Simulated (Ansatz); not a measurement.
**MnBr3 (ReO3 type): response to moved atoms and strain**

Aim: move atoms of MnBr3 (ReO3 type) or strain its cell, and read the forces, the stress and the rise in energy. This structure was made by substitution into a known type, so it needn't be the compound's stable form.

Method: DFT PBEsol, scalar-relativistic, plane waves, PAW, in Ansatz 0.2.0.

## Step 1: The starting structure

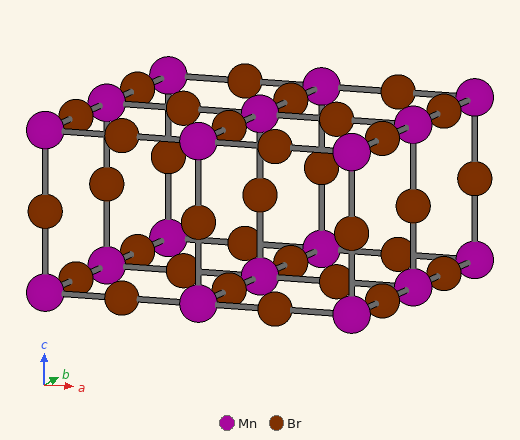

The starting structure, seen slightly off an axis (manganese purple, bromine brown). 2×2×1 cells are drawn. Atoms on the faces are drawn again on the opposite ones.

As a file:

```cif
data_structure
_symmetry_space_group_name_H-M 'Pm-3m'
_symmetry_Int_Tables_number 221
_cell_length_a 4.9923
_cell_length_b 4.9923
_cell_length_c 4.9923
_cell_angle_alpha 90.000
_cell_angle_beta 90.000
_cell_angle_gamma 90.000
_cell_volume 124.42
loop_
_atom_site_label
_atom_site_type_symbol
_atom_site_symmetry_multiplicity
_atom_site_Wyckoff_symbol
_atom_site_fract_x
_atom_site_fract_y
_atom_site_fract_z
_atom_site_occupancy
Mn1 Mn 1 a 0.00000 0.00000 0.00000 1
Br1 Br 3 d 0.50000 0.00000 0.00000 1
```

This cell comes from an earlier session at PBEsol: 31.106 Å³/atom at 0.00 GPa, on a 6×6×6 mesh.

The changes: atom 3 (Br) moved 0.12 Å along y; strain e2 = -0.01, atoms carried along.

## Step 2: Atom 3 (Br) moved 0.12 Å along y

input.yaml reads:

```yaml
crystal:
  lattice:
    - [4.9922885345, 0.0, 0.0]
    - [0.0, 4.9922885345, 0.0]
    - [0.0, 0.0, 4.9922885345]
  atoms:
    - { symbol: Mn, position: [0.0, 0.0, 0.0], spin: 4.03 }
    - { symbol: Br, position: [0.5, 0.0, 0.0] }
    - { symbol: Br, position: [0.0, 0.0240370722, 0.5] }
    - { symbol: Br, position: [0.0, 0.5, 0.0] }
basis:
  ecutwfc: 420
  ecutrho_ratio: 4
kpoints:
  mp_grid: { grid: [6, 6, 6] }
hamiltonian:
  xc: pbesol
scf:
  occupations: { method: gaussian, width: 0.05 }
  lower_state_search: "off"
output:
  forces: true
  stress: true
  eigenvalues: true
  populations: true
  write_density: true
  write_potential: true
  elf: true
  volumetric_format: npy
magnetization:
  spin_polarized: true
checkpoint:
  read: start.run
  write: ck
  compress: false
  write_wavefunctions: false
  write_every: 100000
```

start.run holds the converged state of the cell before the atoms were moved.

Launch:

```console
> ansatz run input.yaml --threads 4 --pin off --max-ram 4096MiB --backend cpu --events-out ev --progress --plain --runs-dir out
```

What it wrote, shortened:

```text
Warning: checkpoint.read: the run can stay near the saved state's solution: 1 site(s) moved relative to the saved geometry (max |Δs| = 2.404e-2 fractional); the SCF starts from the saved state under `checkpoint.density_extrapolation: transplant`, in force with no word given. A run without [...]
Warning: RAYON_NUM_THREADS=4 ignored (pool sized by the plan → 4); use --threads N
[...]
Pseudopotentials: kind: paw
Pseudopotential: Mn, paw, valence charge 15, recommended cutoff 420 eV (normal), Mn.paw.azcp
Pseudopotential: Br, paw, valence charge 7, recommended cutoff 420 eV (normal), Br.paw.azcp
Functional definition: PBEsol
[...]
Crystal: 4 atoms, lattice volume = 124.423 Å³
Basis set: ecut = 420 eV, 2469 PW (Γ), exchange–correlation on 72×72×72 points (8 copies of the dense FFT grid, shifted against one another)
Bands: 25, of which v1, the nominal top of the filled ones, is band 18 counted from 1 (17 counted from 0)
Symmetry: 4 space group operations
Space group: Pmm2 (ITA 25), of the structure as read, at distance tolerance 5.0e-5 Å
Magnetic group: BNS 25.57 (UNI 155), of the structure as read, at distance tolerance 5.0e-5 Å
k-points: 64 of 216 (time reversal used)
[...]
Starting moments: Σ|m| = 4.03 μB on 1 of 4 sites; this step starts from the density that it was given
[...]
SCF iter   1: F=—  HF=-12079.900742 eV  |F-HF|=—  |Δ(HF+E_count)|=         —  Δρ=1.49e-3 (↑1.49e-3 ↓7.68e-4)  dr2=2.99e-3  dr2_m=3.03e-4  M=4.164 μB ∫|m|=4.348 μB  β_m=0.30  ethr=9.02e-6  ⟨swp⟩=3.2  Hψ=24917  notcnv=0
[...]
SCF iter   8: F=-12079.900270 eV  HF=-12079.900270 eV  |F-HF|=9.19e-10  |Δ(HF+E_count)|=   2.49e-7  Δρ=1.49e-6 (↑1.49e-6 ↓1.36e-6)  dr2=2.90e-9  dr2_m=1.54e-9  M=4.164 μB ∫|m|=4.348 μB  ethr=1.12e-10  ⟨swp⟩=9.7  Hψ=20896  notcnv=0
[...]
WARN: The input density's exchange-correlation potential varies sharply where the density is thin. Do not read a vacuum level from v_tot or v_xc, or from such a field of the output density. On a cell that repeats whose density bears no net charge and no dipole along the vacuum's axis use [...]
SCF converged after 8 iterations
Magnetization: 4.1639 μB (20.0820 up, 15.9180 down)
Absolute magnetization: 4.3418 μB (∫|ρ↑−ρ↓|, with the PAW one-centre terms)
Spin contamination: 0.1156 ħ² per cell (⟨S²⟩ above its minimum at these occupations)
Per-site moments (μB) at R_I (Å): [(3.662360974553318, 1.029659510240625), (0.05204621686812797, 1.029659510240625), (0.04739738241391418, 1.030848658643353), (0.0503843388566402, 1.029659510240625)]
Free energy (F): -12079.900270 eV
[...]
E sigma→0 (E₀):  -12079.899041 eV
Entropy (-TS):   -0.002458 eV (-0.615 meV/atom)
Fermi energy:    2.456162 eV
[...]
--- Forces (eV/Å), atoms counted from 1 ---
  atom   1  Mn     0.00000000    -0.08089823     0.00000000
  atom   2  Br     0.00000000    -0.01762265     0.00000000
  atom   3  Br     0.00000000    -0.05801141     0.00000000
  atom   4  Br     0.00000000     0.15654278     0.00000000
[...]
--- Stress (GPa, compression-positive) ---
        0.000575       0.000000       0.000000
        0.000000       0.033539       0.000000
        0.000000       0.000000      -0.044829
  P = ⅓ Tr σ = -0.0036 GPa (-0.036 kbar)
--- Band table (eV; the first three rows and the last of 128) ---
  k-point 0 ↑: bands = ["-78.7577", "-47.6143", "-47.6132", "-47.6124", "-12.4279", "-11.3508", "-11.3453", "-1.6481", "-1.6279", "-1.6241", "-0.2336", "-0.2308", "-0.2189", "0.3058", "0.3213", "1.3609", "1.3691", "1.3696", "1.7141", "1.7215", "1.7402", "5.1525", "7.8527", "10.5702", "10.5926"]
[...]
--- Löwdin populations: 4 sites ---
  site symbol       q [e]    m [muB]
     0     Mn     14.0528     3.8508
     1     Br      7.2624     0.0982
     2     Br      7.2598     0.0912
     3     Br      7.2607     0.0959
  spilling = 0.004564 (of n_electrons = 36.000000)
```

Wall time 28 s (4 threads of Arm Neoverse N1, shared host); peak memory 0.61 GiB.

This gives: volume 31.106 Å³/atom, pressure 0.00 GPa, no gap, moments in the atoms' spheres Mn 3.66; Br 0.05 μB.

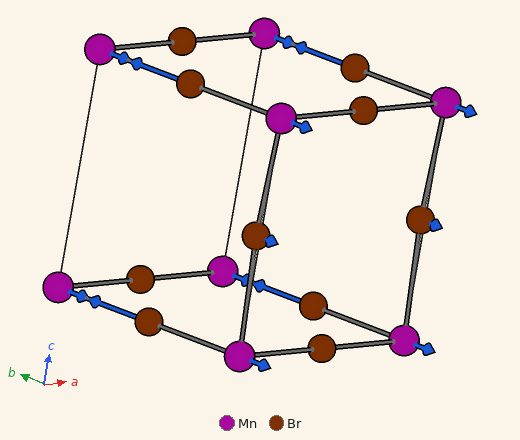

Forces on the atoms; the longest arrow is 0.16 eV/Å.

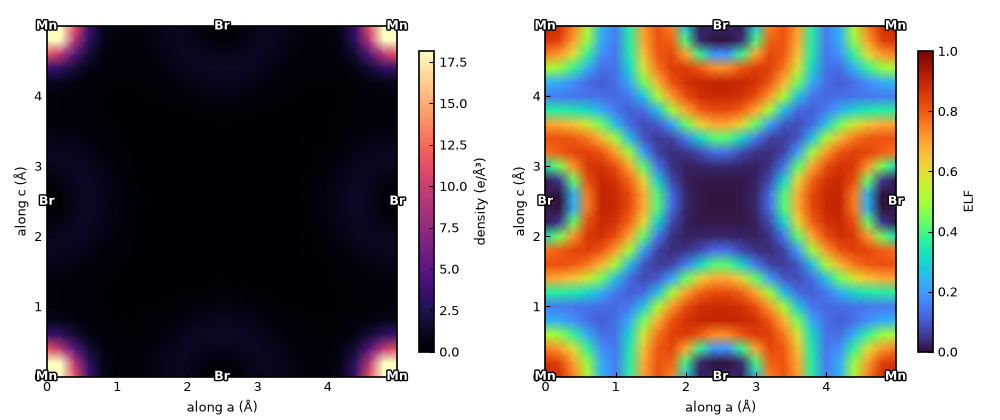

Density (left) and ELF (right) in the ac plane at y = 0.000 (fractional), which holds Mn and Br. Only atoms in the plane are labelled; the density scale stops at 18.16 e/Å³. Both are smooth PAW fields of the valence electrons: close to the nuclei they are not physical.

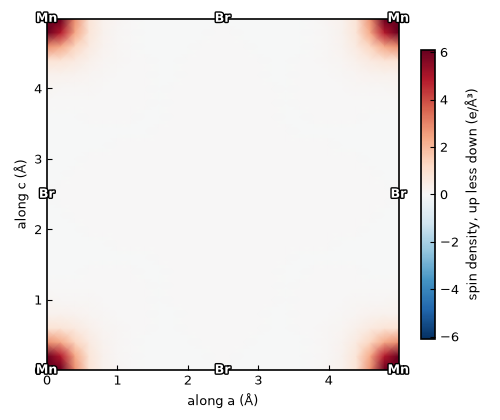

Spin density in the ac plane at y = 0.000 (fractional), which holds Mn and Br.

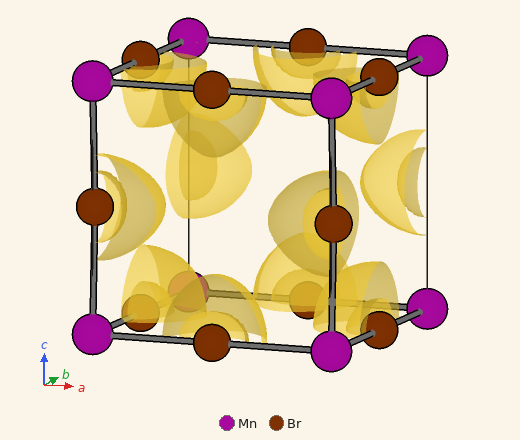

Surface of ELF = 0.75, a little under the main maxima, drawn in one cell.

The highest ELF values outside the cores: 0.91 beside Br, off the lines to its neighbours, 0.9 Å from Br; 0.81 in the shell around Br, 0.9 Å from Br.

## Step 3: Strain e2 = -0.01, atoms carried along

input.yaml reads:

```yaml
crystal:
  lattice:
    - [4.9922885345, 0.0, 0.0]
    - [0.0, 4.9423656492, 0.0]
    - [0.0, 0.0, 4.9922885345]
  atoms:
    - { symbol: Mn, position: [0.0, 0.0, 0.0], spin: 4.03 }
    - { symbol: Br, position: [0.5, 0.0, 0.0] }
    - { symbol: Br, position: [0.0, 0.0, 0.5] }
    - { symbol: Br, position: [0.0, 0.5, 0.0] }
basis:
  ecutwfc: 420
  ecutrho_ratio: 4
kpoints:
  mp_grid: { grid: [6, 6, 6] }
hamiltonian:
  xc: pbesol
scf:
  occupations: { method: gaussian, width: 0.05 }
output:
  forces: true
  stress: true
  eigenvalues: true
  populations: true
magnetization:
  spin_polarized: true
```

Launch:

```console
> ansatz run input.yaml --threads 4 --pin off --max-ram 4096MiB --backend cpu --events-out ev --progress --plain --runs-dir out
```

What it wrote:

```text
Warning: RAYON_NUM_THREADS=4 ignored (pool sized by the plan → 4); use --threads N
Engine: ansatz 0.2.0, aarch64-unknown-linux-gnu
Pseudopotentials: kind: paw
Pseudopotential: Mn, paw, valence charge 15, recommended cutoff 420 eV (normal), Mn.paw.azcp
Pseudopotential: Br, paw, valence charge 7, recommended cutoff 420 eV (normal), Br.paw.azcp
Functional definition: PBEsol
  exchange = pbesol_x
  correlation = pbesol_c
Crystal: 4 atoms, lattice volume = 123.178 Å³
Basis set: ecut = 420 eV, 2437 PW (Γ), exchange–correlation on 72×72×72 points (8 copies of the dense FFT grid, shifted against one another)
Bands: 25, of which v1, the nominal top of the filled ones, is band 18 counted from 1 (17 counted from 0)
Symmetry: 16 space group operations
Space group: P4/mmm (ITA 123), of the structure as read, at distance tolerance 5.0e-5 Å
Magnetic group: BNS 123.339 (UNI 999), of the structure as read, at distance tolerance 5.0e-5 Å
k-points: 40 of 216
Non-local potential: Mn, projectors of the file, l = 0: 3, l = 1: 2, l = 2: 3, l = 3: 1
Non-local potential: Br, projectors of the file, l = 0: 2, l = 1: 2, l = 2: 2
PAW form: soft (Blöchl's): semilocal exchange-correlation on the pseudo side does not see the compensation charge
PAW frozen core: Mn, regenerated for the run's functional, and the local potential with it (the file was generated under x = pbe(κ = 0.804, μ = 0.2195149727645171), c = pbe(β = 0.06672455060314922))
PAW frozen core: Br, regenerated for the run's functional, and the local potential with it (the file was generated under x = pbe(κ = 0.804, μ = 0.2195149727645171), c = pbe(β = 0.06672455060314922))
PAW one-centre angular grid: Mn, 590 points (default); XC on 64 Gauss nodes
PAW one-centre angular grid: Br, 110 points (default); XC on 64 Gauss nodes
Initial density: superposition of atomic densities (chi_scale 0.1, normalization cell, long waves kept (reshape's long-wave potential 0.01 eV rms))
Starting moments: Σ|m| = 4.03 μB on 1 of 4 sites
Initial wavefunctions: pseudopotential atomic-orbital guess
Functional: x = pbesol(κ = 0.804, μ = 0.12345679012345678), c = pbesol(β = 0.046)
SCF iter   1: F=—  HF=-12079.504555 eV  |F-HF|=—  |Δ(HF+E_count)|=         —  Δρ=3.50e-2 (↑3.50e-2 ↓1.39e-2)  dr2=3.32e0  dr2_m=2.02e-1  M=4.344 μB ∫|m|=4.403 μB  β_m=0.30  ethr=3.10e-3  ⟨swp⟩=7.0  Hψ=10214  notcnv=0
Mixer restart at iter 1: flushing history
preconditioner: auto → none  [metal: Δε(μ)=0.046 eV  Ē_g=9.653 eV  σ=0.050 eV  W_gap=0.48  n_scr=26 (ndim 8)  ℏωp=17.7 eV  f_vac=0.170  D(μ)=4.96/eV (n_scr^D=32)  sad-step TF]
SCF iter   2: F=—  HF=-12079.833589 eV  |F-HF|=—  |Δ(HF+E_count)|=   3.29e-1  Δρ=1.19e-2 (↑1.19e-2 ↓8.06e-3)  dr2=5.98e-1  dr2_m=3.22e-2  M=4.189 μB ∫|m|=4.311 μB  β_m=0.37  ethr=3.10e-3  ⟨swp⟩=3.1  Hψ=4212  notcnv=0  defer=155
preconditioner: auto → Resta (q_TF=auto, 2.223 Å⁻¹)  ε∞=4.3  [insulator: Δε(μ)=0.106 eV  Ē_g=9.757 eV  σ=0.050 eV  W_gap=0.75  n_scr=26 (ndim 8)  ℏωp=17.7 eV  f_vac=0.166  D(μ)=1.93/eV (n_scr^D=6)  ε∞_Penn≈4.3]
spin=Collinear: Resta preconditioning applied to the charge; magnetization (m = ρ↑ − ρ↓) channel mixes plain (no charge-response kernel on spin).
SCF iter   3: F=—  HF=-12079.915405 eV  |F-HF|=—  |Δ(HF+E_count)|=   8.18e-2  Δρ=5.35e-3 (↑5.35e-3 ↓4.72e-3)  dr2=1.36e-1  dr2_m=7.83e-3  M=4.166 μB ∫|m|=4.306 μB  β_m=0.62  ethr=1.66e-3  ⟨swp⟩=2.0  Hψ=2830  notcnv=0  defer=170
SCF iter   4: F=—  HF=-12079.889149 eV  |F-HF|=—  |Δ(HF+E_count)|=   2.63e-2  Δρ=4.58e-3 (↑4.58e-3 ↓1.33e-3)  dr2=3.83e-2  dr2_m=3.49e-3  M=4.147 μB ∫|m|=4.320 μB  β_m=0.81  ethr=3.78e-4  ⟨swp⟩=3.0  Hψ=3673  notcnv=0  defer=181
SCF iter   5: F=—  HF=-12079.899382 eV  |F-HF|=—  |Δ(HF+E_count)|=   1.02e-2  Δρ=3.74e-4 (↑3.55e-4 ↓3.74e-4)  dr2=9.05e-4  dr2_m=1.30e-5  M=4.163 μB ∫|m|=4.336 μB  β_m=0.85  ethr=1.06e-4  ⟨swp⟩=2.2  Hψ=3625  notcnv=0  defer=181
SCF iter   6: F=—  HF=-12079.900034 eV  |F-HF|=—  |Δ(HF+E_count)|=   6.52e-4  Δρ=3.16e-4 (↑3.16e-4 ↓1.08e-4)  dr2=3.25e-4  dr2_m=1.97e-5  M=4.164 μB ∫|m|=4.340 μB  β_m=0.93  ethr=2.51e-6  ⟨swp⟩=2.2  Hψ=3575  notcnv=0  defer=181
SCF iter   7: F=—  HF=-12079.900298 eV  |F-HF|=—  |Δ(HF+E_count)|=   2.65e-4  Δρ=1.22e-4 (↑1.22e-4 ↓7.14e-5)  dr2=7.72e-5  dr2_m=2.93e-6  M=4.163 μB ∫|m|=4.340 μB  β_m=0.88  ethr=9.04e-7  ⟨swp⟩=2.0  Hψ=2738  notcnv=0  defer=181
SCF iter   8: F=—  HF=-12079.900349 eV  |F-HF|=—  |Δ(HF+E_count)|=   5.04e-5  Δρ=2.29e-5 (↑2.29e-5 ↓1.79e-5)  dr2=2.87e-6  dr2_m=2.04e-7  M=4.163 μB ∫|m|=4.340 μB  β_m=0.94  ethr=2.14e-7  ⟨swp⟩=2.1  Hψ=2757  notcnv=0  defer=181
SCF iter   9: F=—  HF=-12079.900356 eV  |F-HF|=—  |Δ(HF+E_count)|=   7.44e-6  Δρ=9.72e-6 (↑9.72e-6 ↓6.77e-6)  dr2=4.25e-7  dr2_m=6.56e-9  M=4.163 μB ∫|m|=4.340 μB  β_m=0.97  ethr=7.96e-9  ⟨swp⟩=2.1  Hψ=2859  notcnv=0  defer=181
SCF iter  10: F=—  HF=-12079.900357 eV  |F-HF|=—  |Δ(HF+E_count)|=   5.40e-7  Δρ=4.00e-6 (↑4.00e-6 ↓1.52e-6)  dr2=3.77e-8  dr2_m=2.00e-9  M=4.163 μB ∫|m|=4.340 μB  β_m=0.98  ethr=1.18e-9  ⟨swp⟩=2.1  Hψ=2732  notcnv=0  defer=181
SCF iter  11: F=-12079.900357 eV  HF=-12079.900357 eV  |F-HF|=8.82e-9  |Δ(HF+E_count)|=   2.44e-8  Δρ=1.32e-6 (↑1.26e-6 ↓1.32e-6)  dr2=1.05e-8  dr2_m=2.30e-11  M=4.163 μB ∫|m|=4.340 μB  ethr=1.05e-10  ⟨swp⟩=8.0  Hψ=9753  notcnv=0
SCF 1 converged in 11 iterations: F = -12079.900357 eV  dr2 = 1.05e-8
SCF converged after 11 iterations
Magnetization: 4.1633 μB (20.0817 up, 15.9183 down)
Absolute magnetization: 4.3327 μB (∫|ρ↑−ρ↓|, with the PAW one-centre terms)
Spin contamination: 0.1107 ħ² per cell (⟨S²⟩ above its minimum at these occupations)
Per-site moments (μB) at R_I (Å): [(3.6340738024847483, 1.0193629151475), (0.05294291944929123, 1.029659510240625), (0.05294291944929098, 1.029659510240625), (0.05630344251642556, 1.0193629151475)]
Free energy (F): -12079.900357 eV
Harris-Foulkes:  -12079.900357 eV  (|F-HF|=8.82e-9)
Internal energy: -12079.898056 eV  (E = F + TS)
E sigma→0 (E₀):  -12079.899206 eV
Entropy (-TS):   -0.002301 eV (-0.575 meV/atom)
Fermi energy:    2.569585 eV
--- Per-component energies (eV) ---
  E_band       = -491.777448
  E_kinetic    = 700.314408
  E_local      = -4341.725450  (includes V_loc(G=0)·N_el)
  E_nonlocal   = 461.153539
  E_hartree    = 1739.415528
  E_xc         = -894.374286
  E_vxc        = -452.523278  (∫ρ·V_xc dr)
  E_paw        = -7882.675395  (= ΣΔE_a)
  E_vpaw       = -337.834847  (= ΣTr[D̂ρ^β])
  E_aug_tail   = -0.000010  (compensation charges beyond the density's cutoff)
  E_ewald      = -1862.452851
  E_core_change = 0.446461  (= ΣΔE_core)
  E_smearing   = -0.002301  (= −TS)
  E_closure    = 0.000000  (closes the sum)
  Σ components = -12079.900357   (vs F -12079.900357, Δ=0.00e0)
--- Forces (eV/Å), atoms counted from 1 ---
  atom   1  Mn    -0.00000000     0.00000000     0.00000000
  atom   2  Br    -0.00000000     0.00000000     0.00000000
  atom   3  Br     0.00000000     0.00000000     0.00000000
  atom   4  Br    -0.00000000     0.00000000     0.00000000
  max |Σ_I F_I| component: 3.57e-30 eV/Å
--- Stress (GPa, compression-positive) ---
        0.148012       0.000000       0.000000
        0.000000       0.880659       0.000000
        0.000000       0.000000       0.148012
  P = ⅓ Tr σ = 0.3922 GPa (3.922 kbar)
--- Band table (eV; the first three rows and the last of 80) ---
  k-point 0 ↑: bands = ["-78.6472", "-47.5077", "-47.5024", "-47.5024", "-12.3752", "-11.2927", "-11.2487", "-1.5903", "-1.5629", "-1.5629", "-0.1418", "-0.1418", "-0.1255", "0.4303", "0.4383", "1.4410", "1.4410", "1.4688", "1.8135", "1.8181", "1.8181", "5.2922", "7.9470", "10.6550", "10.6864"]
  k-point 1 ↑: bands = ["-78.6472", "-47.5077", "-47.5024", "-47.5024", "-12.3139", "-11.3157", "-11.2700", "-1.8415", "-1.5341", "-1.5067", "-0.2626", "-0.2473", "-0.1409", "0.4364", "0.4840", "1.3781", "1.4990", "1.5241", "1.7558", "1.8096", "1.8127", "5.8903", "8.3061", "10.7121", "11.0890"]
  k-point 2 ↑: bands = ["-78.6472", "-47.5077", "-47.5024", "-47.5024", "-12.1655", "-11.4273", "-11.2730", "-2.2819", "-1.3878", "-1.3596", "-0.5232", "-0.5095", "-0.1390", "0.4222", "0.4372", "1.2573", "1.6076", "1.6275", "1.7472", "1.7932", "1.7940", "7.3826", "9.1525", "10.6430", "11.3529"]
  k-point 39 ↓: bands = ["-74.5874", "-43.5327", "-43.5149", "-43.5149", "-11.4777", "-11.3998", "-11.3998", "-3.5223", "-0.7922", "-0.7324", "-0.7324", "-0.7188", "-0.6550", "2.6440", "2.6497", "2.6497", "4.4262", "4.4296", "4.4296", "6.3807", "6.4594", "8.6180", "9.1660", "9.1660", "9.2882"]
--- Löwdin populations: 4 sites ---
  site symbol       q [e]    m [muB]
     0     Mn     14.0611     3.8300
     1     Br      7.2623     0.0993
     2     Br      7.2623     0.0993
     3     Br      7.2495     0.1071
  spilling = 0.004579 (of n_electrons = 36.000000)
```

Run time: 12 s. Hardware: 4 threads of Arm Neoverse N1, shared host; peak memory 0.56 GiB.

Read off: volume 30.795 Å³/atom, pressure 0.39 GPa, no gap, moments in the atoms' spheres Mn 3.63; Br 0.05, 0.06 μB.

## Step 4: Results

| change | change of free energy (meV/atom) | largest force (eV/Å) | largest change of stress (GPa) |
| --- | --- | --- | --- |
| atom 3 (Br) moved 0.12 Å along y | 0.86 | 0.157 | 0.05 |
| strain e2 = -0.01, atoms carried along | 0.84 | 0.000 | 0.88 |

Moving atom 3 by 0.12 Å meets a restoring force of 0.058 eV/Å along the move, a force constant of about 0.5 eV/Å². The strain e2 = -0.01 changes that stress component by +0.88 GPa (compression positive), a ratio of 88 GPa; that is a secant over a finite strain with the atoms carried along, not the elastic constant. Not one of these changes lowers the energy.
